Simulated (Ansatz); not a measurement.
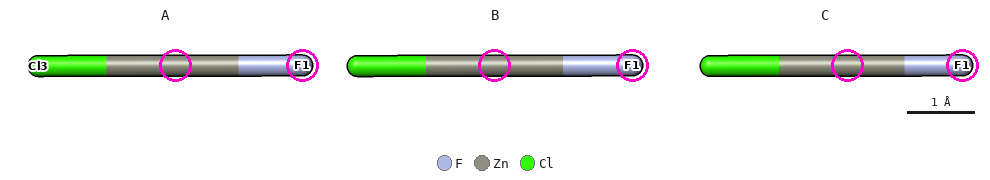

Energy scan for ZnClF, in which the F–Zn bond length is varied, with the rest of the molecule carried along rigidly. A stick model, seen face on. The ringed atoms are those of the scanned coordinate.

Computed with Ansatz: wB97M-V, basis def2-TZVPP, on geometries moved rigidly from the minimum at PBE0-D4/def2-TZVP. Energies are counted from the PBE0-D4/def2-TZVP minimum geometry at the same level.

**Rank the frames from lowest to highest energy.**

Lowest first: C (the distance 1.739 Å, 0.0 kJ/mol), A (the distance 1.924 Å, 29.5 kJ/mol), B (the distance 2.087 Å, 83.0 kJ/mol). Over the whole scan: of the computed points the lowest is at the distance 1.739 Å, 0.0 kJ/mol. The curvature at the lowest point is about 26 eV/Å² (4.2 mdyn/Å). The well is steeper on the short side, as for any bond.
